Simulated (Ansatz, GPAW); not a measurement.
# Polarising Mg/V(100) with a field along the normal

The dipole of the cell at several fields, atoms fixed. What does the strongest field give, and what length does the slope stand for?

How it was computed: GPAW 26.7.0, plane waves (400 eV), PAW setups, PBE, 10×10 mesh, a dipole layer in the vacuum; geometry relaxed without an applied field with Ansatz 0.2.0. The cell's area is 9.12 Å², and e/ε0 = 180.95 V Å.

What came out, but for one run:

| field (V/Å) | dipole (e Å) |
| --- | --- |
| −0.2 | −0.0927 |
| −0.1 | −0.0320 |
| −0.05 | −0.0017 |
| 0.05 | 0.0589 |
| 0.1 | 0.0892 |
| 0.2 | 0.1498 |
| 0.3 | ? |

**Question.** What is the dipole at 0.3 V/Å?

A: A line through the 6 points has the slope α = 0.606 e Å per V/Å and the intercept p₀ = 0.0286 e Å (r.m.s. residual 2.7e−05). At 0.3 V/Å it gives p = 0.0286 + 0.606 × 0.3 = 0.2104 e Å; the run gives 0.2104 e Å, so the response stays linear to 0.0 % of the induced part. Dividing by ε0 and the area: α/(ε0 A) = 0.606 × 180.95 / 9.12 = 12.03 Å, against 7.82 Å between the outer nuclei.

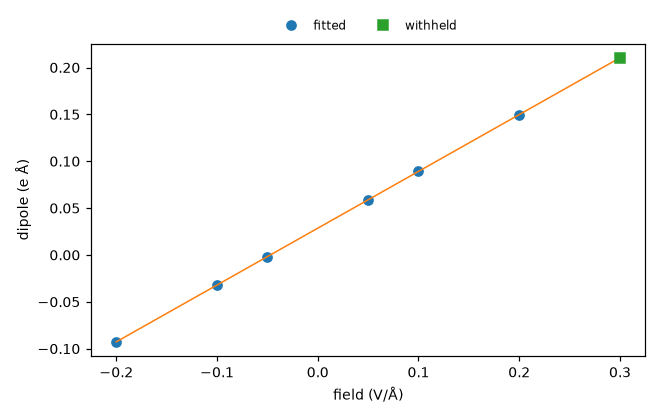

The line and the withheld run.

Caveats: This is the electronic response alone; ions that move would add to it in polar layers. No run was spin-polarised, so magnetic states weren't tested.
